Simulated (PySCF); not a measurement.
**Run report: C$_{5}$H$_{9}$P$_{2}$Si (charge −1), NMR shielding calculation**

C$_{5}$H$_{9}$P$_{2}$Si, charge −1, computed with GIAO PBE0/pcSseg-1 NMR shielding, non-relativistic, gas phase (PySCF 2.14.0).

The geometry comes from this level: GFN2-xTB. Figures and captions count atoms from 1; the log counts them from 0 in places.

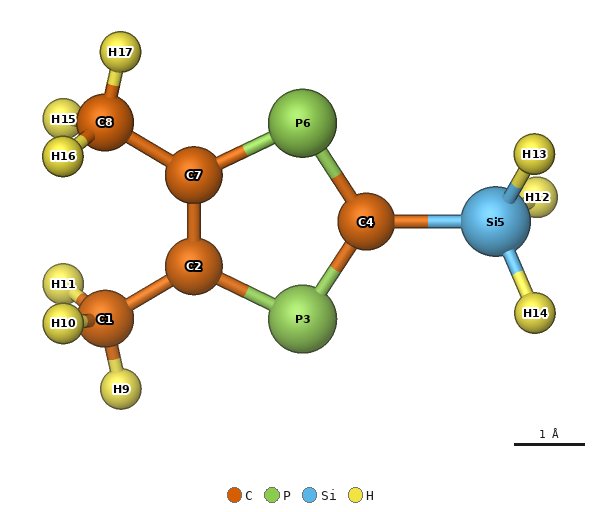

**Figure 1.** The input geometry (ball-and-stick view, seen at a tilt; atoms are numbered from 1 in the order of the input). Bond lengths as drawn: C–C 1.38 to 1.50 Å, C–H 1.09 Å, C–P 1.74 to 1.75 Å, C–Si 1.86 Å and H–Si 1.47 to 1.48 Å.

## The input
```
{"job": {"kind": "nmr", "xc": "PBE0", "basis": "pcSseg-1"}, "charge": -1, "multiplicity": 1}
C     -2.111377    -1.236022    -0.515977
C     -0.783255    -0.582812    -0.250943
P      0.720535    -1.385854    -0.661581
C      1.740498    -0.098865    -0.076894
Si     3.594251    -0.189053    -0.200150
P      0.929588     1.295445     0.584573
C     -0.686255     0.664450     0.328034
C     -1.902773     1.450615     0.731797
H     -1.963159    -2.206916    -0.987242
H     -2.665656    -1.383688     0.415213
H     -2.727512    -0.618388    -1.175840
H      4.134678     0.285267    -1.493103
H      4.257367     0.629310     0.829364
H      4.102094    -1.564015    -0.042949
H     -2.549173     1.642483    -0.129345
H     -2.491437     0.903595     1.473761
H     -1.605411     2.406477     1.161372
```

The first line tells a small driver script what to run in PySCF; the rest is the geometry in Å.

Launch command:
```bash
OMP_NUM_THREADS=1 python <driver script> task.json out
```

## The program's output
```
coarse grid: 15888 points
cycle   1  E = -1167.3662353394  dE =  9.159e-01  |g| = 5.603e-01  |ddm| = 4.212e+00
cycle   2  E = -1167.2599642237  dE =  1.063e-01  |g| = 8.332e-01  |ddm| = 2.231e+00
cycle   3  E = -1167.4615332449  dE = -2.016e-01  |g| = 1.135e-01  |ddm| = 1.424e+00
cycle   4  E = -1167.4647140952  dE = -3.181e-03  |g| = 3.380e-02  |ddm| = 1.628e-01
cycle   5  E = -1167.4649268701  dE = -2.128e-04  |g| = 1.370e-02  |ddm| = 4.716e-02
cycle   6  E = -1167.4649711232  dE = -4.425e-05  |g| = 8.033e-03  |ddm| = 2.798e-02
cycle   7  E = -1167.4649887796  dE = -1.766e-05  |g| = 1.129e-03  |ddm| = 8.454e-03
cycle   8  E = -1167.4649890814  dE = -3.018e-07  |g| = 1.933e-04  |ddm| = 1.666e-03
final grid: 140168 points
cycle   9  E = -1167.5141985087  dE = -2.567e-05  |g| = 9.310e-03  |ddm| = 3.028e-02
cycle  10  E = -1167.5141632518  dE =  3.526e-05  |g| = 1.456e-02  |ddm| = 2.661e-02
cycle  11  E = -1167.5142211941  dE = -5.794e-05  |g| = 1.687e-03  |ddm| = 1.920e-02
cycle  12  E = -1167.5142219048  dE = -7.107e-07  |g| = 4.558e-04  |ddm| = 2.452e-03
cycle  13  E = -1167.5142219489  dE = -4.416e-08  |g| = 2.286e-04  |ddm| = 6.747e-04
cycle  14  E = -1167.5142219632  dE = -1.434e-08  |g| = 2.749e-05  |ddm| = 2.689e-04
cycle  15  E = -1167.5142219635  dE = -2.121e-10  |g| = 5.203e-06  |ddm| = 5.426e-05
```

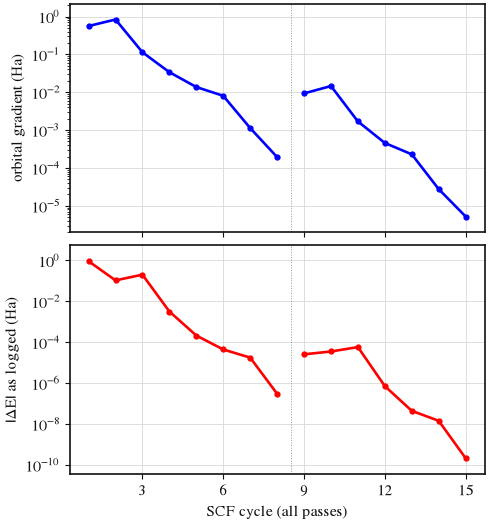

**Figure 2.** Convergence of the self-consistent field: orbital gradient and size of the energy change against the SCF cycle. The dotted line marks the change from a coarse to the final integration grid. The first 8 cycles use a coarse grid, the final grid takes over at cycle 9, and the field converges after 15 cycles in all.

```
converged SCF energy = -1167.5142219635

GIAO shielding tensors (ppm)
atom      isotropic    diamagn.    paramagn.     s11        s22        s33       span
  0 C      167.524     246.834     -79.309    154.819    166.178    181.577     26.758
  1 C       23.652     263.642    -239.990   -100.488     33.384    138.060    238.548
  2 P       84.121     971.959    -887.838    -86.708     96.636    242.435    329.143
  3 C       37.405     270.058    -232.653   -121.832     51.456    182.591    304.423
  4 Si     431.974     880.158    -448.184    388.352    419.405    488.165     99.813
  5 P       82.901     971.932    -889.031    -82.576     94.952    236.326    318.901
  6 C       24.450     263.653    -239.204    -98.790     33.629    138.509    237.300
  7 C      167.636     246.819     -79.183    154.822    166.465    181.622     26.801
  8 H       28.669      30.367      -1.698     22.598     29.641     33.768     11.170
  9 H       29.404      30.396      -0.992     25.150     27.756     35.307     10.157
 10 H       29.390      30.413      -1.024     25.057     27.886     35.226     10.169
 11 H       26.922      28.851      -1.929     23.728     24.295     32.742      9.014
 12 H       27.158      29.156      -1.998     23.323     26.029     32.121      8.798
 13 H       27.109      29.101      -1.992     23.265     25.878     32.184      8.919
 14 H       29.402      30.410      -1.007     25.078     27.865     35.264     10.186
 15 H       29.415      30.400      -0.986     25.140     27.787     35.317     10.177
 16 H       28.680      30.359      -1.679     22.637     29.636     33.767     11.130
```

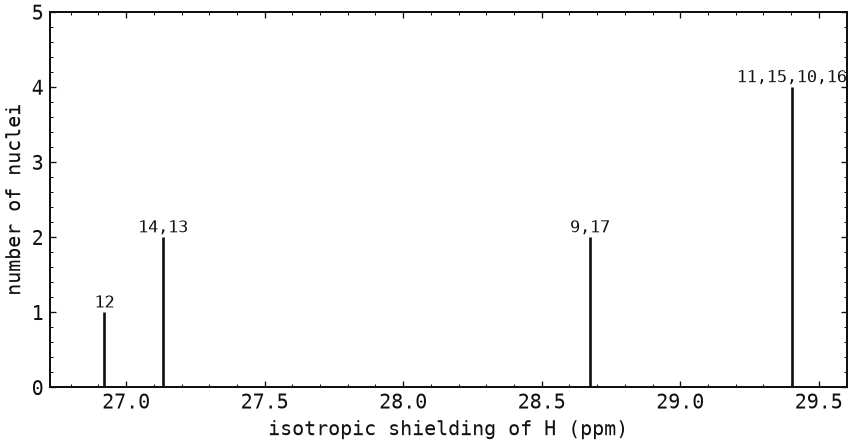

**Figure 3.** Isotropic shieldings of the hydrogen nuclei in this fixed geometry, labelled by atom number; shielding grows to the right, so chemical shift grows to the left. The least shielded is H12 (26.9 ppm), the most shielded H16 (29.4 ppm).

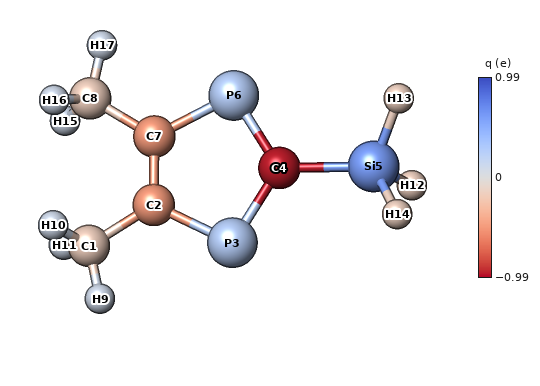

**Figure 4.** Mulliken charges, as the colour of each atom (ball-and-stick view, seen at a tilt; atoms are numbered from 1 in the order of the input). By element: C −0.94 to −0.16, P +0.25, Si +0.59 and H −0.15 to +0.09 e.

## Key numbers

- outcome: converged
- total energy: −1167.514222 hartree
- HOMO: −1.01 eV
- LUMO: 3.78 eV
- isotropic shielding, C: 23.7 to 167.6 ppm
- isotropic shielding, P: 82.9 to 84.1 ppm
- isotropic shielding, Si: 432.0 ppm
- isotropic shielding, H: 26.9 to 29.4 ppm
- hardware: 1 CPU thread, shared host
- wall time: 38 s
- peak memory: 0.92 GiB
